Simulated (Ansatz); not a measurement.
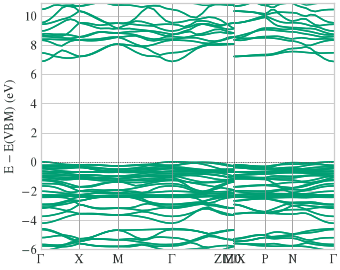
Figure: Band structure from r²SCAN with spin–orbit coupling (plane waves, PAW; program Ansatz)

Question: Read off the gap and where the band edges lie.

Answer: About 6.9 eV (6.87 eV by a search for the band edges); maximum at Γ, minimum at Γ.

The material is LuPO₄ in space group I4_1/amd (No. 141; Lu on 4a, P on 4b, O on 16h).

The workflow started from an entry of the Crystallography Open Database (COD, 298 K). Its standing as an ambient phase is unchecked. The r²SCAN relaxation kept the symmetry of its start; its stability against distortions is not shown here.

Potentials: the later of the program's two PAW sets.
